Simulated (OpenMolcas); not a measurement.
Single-point calculation, with input and output: BPH3F3 (part 2 of 2)

BPH3F3; CASPT2/ANO-R1, sfX2C (OpenMolcas 26.06). The geometry comes from this level: GFN2-xTB.

Geometry of the input (Å):
```
B  -0.0840  1.0038  0.5271
P  0.0541  -0.6469  -0.3402
F  0.3071  -1.9930  0.4580
F  -1.1304  -1.2364  -1.2138
F  1.1708  -0.9318  -1.4288
H  -1.0030  0.8816  1.2597
H  -0.2664  1.7839  -0.3415
H  0.9518  1.1387  1.0794
```

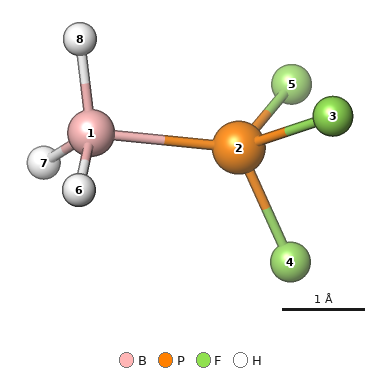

*The structure as given in the input (ball-and-stick view, seen at a tilt; atoms are numbered from 1 in the order of the input).*

**Log, continued**
```
          iter iter root      energy       change     param      element    value   shift minimum  type update hh:mm:ss
 Nr of preliminary CI iterations:   1
        1   1    4    1  -666.76774133    0.00E+00   1.94E-06   19  58 1  4.59E-06   0.00   0.00    SX    NO    0:00:00
        2   1    4    1  -666.76774133   -1.25E-10  -1.46E-06   12  67 1 -1.89E-06   0.00   0.00    SX    NO    0:00:00
        3   1    3    1  -666.76774133    2.73E-11   1.30E-06   19  54 1 -1.46E-06   0.00   0.00    SX    NO    0:00:00
        4   1    3    1  -666.76774133   -1.06E-11  -1.11E-06   19  54 1  7.53E-07   0.00   0.00    SX    NO    0:00:00
      Convergence after  4 iterations
        5   1    3    1  -666.76774133    1.71E-12  -1.11E-06   19  54 1 -5.68E-07   0.00   0.00    SX    NO    0:00:00

      ************************************************************************************************************************
                                                      Wave function printout:
                       occupation of active orbitals, and spin coupling of open shells (u,d: Spin up or down)
      ************************************************************************************************************************

      Note: transformation to natural orbitals
      has been made, which may change the order of the CSFs.

      printout of CI-coefficients larger than  0.05 for root  1
      energy=    -666.767741
      conf/sym  11     Coeff  Weight
             1  20   0.99566 0.99135
             3  02  -0.09303 0.00865

      Natural orbitals and occupation numbers for root  1
      sym 1:   1.982692   0.017308

      ************************************************************************************************************************
      *                                                    Final results                                                     *
      ************************************************************************************************************************

++    Final optimization conditions:
      ------------------------------

      Average CI energy                            -666.76774133
      RASSCF energy for state  1                   -666.76774133
      Super-CI energy                                -0.00000000
      RASSCF energy change                            0.00000000
      Max change in MO coefficients               1.117E-06
      Max non-diagonal density matrix element    -1.115E-06
      Maximum BLB matrix element                 -5.680E-07
      (orbital pair  19,  54 in symmetry   1)
      Norm of electronic gradient            2.229E-06
--

      Final state energy(ies):
      ------------------------

::    RASSCF root number  1 Total energy:   -666.76774133
      Von Neumann Entropy (Root   1) =  0.07173

      Mulliken population analysis for root number:  1
      -----------------------------------------------

++    Molecular charges:
      ------------------

      Mulliken charges per centre
      ---------------------------

                B1      P2      F3      F4      F5      H6      H7      H8
      Total    5.4418 13.9949  9.2835  9.2836  9.2579  0.9130  0.9128  0.9126

      N-E     -0.4418  1.0051 -0.2835 -0.2836 -0.2579  0.0870  0.0872  0.0874

      Total electronic charge=   50.000000

      Total            charge=   -0.000000
--

      Expectation values of various properties for root number:  1
      -----------------------------------------------------------

++    Molecular properties:
      ---------------------

      Charge (e):
                      =   -0.0000
      Dipole Moment (debye):
      Origin of the operator (angstrom)=    0.0689   -0.8255   -0.4336
                   X=  1.2168E-01               Y= -3.9417E-01               Z= -2.8460E-01           Total=  5.0117E-01
      Quadrupole Moment (debye*angstrom):
      Origin of the operator (angstrom)=    0.0689   -0.8255   -0.4336
                  XX= -3.6732E+01              XY=  2.7767E-01              XZ=  4.1166E-02              YY= -4.0342E+01
                  YZ= -1.8318E+00              ZZ= -3.7694E+01
      In traceless form (debye*angstrom)
                  XX=  2.2866E+00              XY=  4.1650E-01              XZ=  6.1748E-02              YY= -3.1295E+00
                  YZ= -2.7477E+00              ZZ=  8.4289E-01
--

      LoProp population analysis for root number:  1
      -----------------------------------------------

++    LoProp analysis:
      ----------------

++    Static properties:
      ------------------

      LoProp Charges per center

                   B1       P2       F3       F4       F5       H6       H7       H8
      Nuclear      5.0000  15.0000   9.0000   9.0000   9.0000   1.0000   1.0000   1.0000
      Electronic  -6.0461 -13.2272  -9.4024  -9.4024  -9.3801  -0.8474  -0.8473  -0.8471

      Total       -1.0461   1.7728  -0.4024  -0.4024  -0.3801   0.1526   0.1527   0.1529
--

      Natural Bond Order analysis for root number:  1

++    Natural Bond Order analysis
      ---------------------------
      Based on LoProp computed density
      -------------------------------------------------------------------------------------
      Atom A       Atom B       Bond Order
        B1           H7             0.794
      -------------------------------------------------------------------------------------
      NBO located      1.588 electrons involved in    1 bonds.
      NBO located      0.986 non-bonded electrons on atom B1
      NBO located      1.000 non-bonded electrons on atom P2
      NBO located      0.997 non-bonded electrons on atom P2
      NBO located      0.999 non-bonded electrons on atom P2
      NBO located      0.999 non-bonded electrons on atom P2
      NBO located      0.999 non-bonded electrons on atom P2
      NBO located      1.000 non-bonded electrons on atom F3
      NBO located      1.005 non-bonded electrons on atom F3
      NBO located      1.000 non-bonded electrons on atom F4
      NBO located      1.000 non-bonded electrons on atom F5
      NBO located      1.012 non-bonded electrons on atom F5
      The remaining   14.661 electrons are to be considered as diffuse
--

--

      Average orbitals are written to the RASORB file
      Natural orbitals for root   1 are written to the RASORB.1 file
      Spin density orbitals for root   1 are written to the SPDORB.1 file

--- Stop Module: rasscf /rc=_RC_ALL_IS_WELL_ ---
--- Module rasscf spent 1 second ---

--- Start Module: caspt2 ---

                                              &CASPT2

                       available to each process: 1.9 GB of memory, 1 thread

++    Wave function specifications:
      -----------------------------

      Number of closed shell electrons          30
      Number of electrons in active shells       2
      Max number of holes in RAS1 space          0
      Max number of electrons in RAS3 space      0
      Number of inactive orbitals               15
      Number of active orbitals                  2
      Number of secondary orbitals              63
      Spin quantum number                      0.0
      State symmetry                             1
      Number of CSFs                             3
      Number of CASSCF root(s) available         1
      CASPT2 state passed to geometry opt.       1
      A file JOBMIX will be created
      This is a CASSCF or RASSCF reference function
--

++    Orbital specifications:
      -----------------------

      Symmetry species                           1
                                                 a
      Frozen orbitals                            9
      Inactive orbitals                         15
      Active orbitals                            2
      Secondary orbitals                        63
      Deleted orbitals                           0
      Number of basis functions                 89
--

++    CASPT2 specifications:
      ----------------------

      Type of calculation                        SS-CASPT2
      Fock operator                              state-specific
      IPEA shift                                 0.25
      Real shift                                 0.00
      Imaginary shift                            0.20
      The input orbitals will be transformed to quasi-canonical
--

--------------------------------------------------------------------------------
 Estimated memory requirements:
  POLY3 :                   250070
  RHS:                      759440
  SIGMA :                   733840
  PRPCTL:                        0
 Available workspace:    232485139

++ CASPT2 computation for group   1

********************************************************************************
 Multi-State initialization phase begins for group   1
--------------------------------------------------------------------------------
********************************************************************************
 Compute H0 matrices for state    1
--------------------------------------------------------------------------------
--------------------------------------------------------------------------------
 H0 matrices have been computed.

********************************************************************************
  CASPT2 EQUATION SOLUTION
--------------------------------------------------------------------------------

  Total nr of CASPT2 parameters:
   Before reduction:      611055
   After  reduction:      600477

 Variance of |WF0>:       3.7421885058

 The contributions to the second order correlation energy in atomic units.
-----------------------------------------------------------------------------------------------------------------------------
  IT.      VJTU        VJTI        ATVX        AIVX        VJAI        BVAT        BJAT        BJAI        TOTAL       RNORM
-----------------------------------------------------------------------------------------------------------------------------
   1     0.000000   -0.000999    0.000000   -0.041986   -0.018252   -0.005798   -0.040862   -0.657392   -0.765289    0.025307
   2     0.000000   -0.001106    0.000000   -0.043420   -0.018827   -0.005870   -0.041226   -0.658285   -0.768735    0.004940
   3     0.000000   -0.001117    0.000000   -0.043442   -0.018808   -0.005869   -0.041184   -0.658196   -0.768616    0.001378
   4     0.000000   -0.001123    0.000000   -0.043410   -0.018789   -0.005865   -0.041165   -0.658160   -0.768512    0.000354
   5     0.000000   -0.001123    0.000000   -0.043408   -0.018790   -0.005865   -0.041169   -0.658164   -0.768520    0.000095
   6     0.000000   -0.001123    0.000000   -0.043409   -0.018791   -0.005866   -0.041171   -0.658167   -0.768526    0.000023
   7     0.000000   -0.001123    0.000000   -0.043409   -0.018791   -0.005866   -0.041171   -0.658167   -0.768526    0.000005
   8     0.000000   -0.001122    0.000000   -0.043408   -0.018791   -0.005866   -0.041171   -0.658167   -0.768526    0.000001
-----------------------------------------------------------------------------------------------------------------------------

  FINAL CASPT2 RESULT:

      Reference energy:        -666.7677413290
      E2 (Non-variational):      -0.7685257772
      Shift correction:          -0.0025795048
      E2 (Variational):          -0.7711052820
      Total energy:            -667.5388466110
      Residual norm:              0.0000003113
      Reference weight:           0.83390

      Contributions to the CASPT2 correlation energy
      Active & Virtual Only:         -0.0058658065
      One Inactive Excited:          -0.0845790509
      Two Inactive Excited:          -0.6780809197

++ Denominators, etc.
--------------------------------------------------------------------------------------------------------------
 Report on small energy denominators, large coefficients, and large energy contributions.
CASE  SYMM ACTIVE-MIX  NON-ACTIVE INDICES          DENOMINATOR     RHS VALUE       COEFFICIENT     CONTRIBUTION
BJAIP    1  Se1.028 In1.022 Se1.028 In1.022         1.31709639      0.03424036     -0.02550931     -0.00087345
--

   (Skipping property calculation,
    use PROP keyword to activate)
--

  Total CASPT2 energies:
::    CASPT2 Root  1     Total energy:   -667.53884661

  A NEW JOBIPH FILE NAMED 'JOBMIX' IS PREPARED.
********************************************************************************
--- Stop Module: caspt2 /rc=_RC_ALL_IS_WELL_ ---
--- Module caspt2 spent 1 second ---

.##################.
.# Happy landing! #.
.##################.

    Timing: Wall=6.32 User=5.67 System=0.55
```

**Summary**

```json
{"quantity": "outcome", "value": "converged"}
{"quantity": "total energy", "value": "−667.538847 hartree"}
{"quantity": "CASSCF energy", "value": "−666.767741 hartree"}
{"quantity": "basis functions", "value": "89"}
{"quantity": "hardware", "value": "1 thread of Intel Xeon (Sapphire Rapids), 16 GiB of memory available, shared host"}
{"quantity": "wall time", "value": "6.6 s"}
{"quantity": "peak memory", "value": "0.086 GiB"}
```
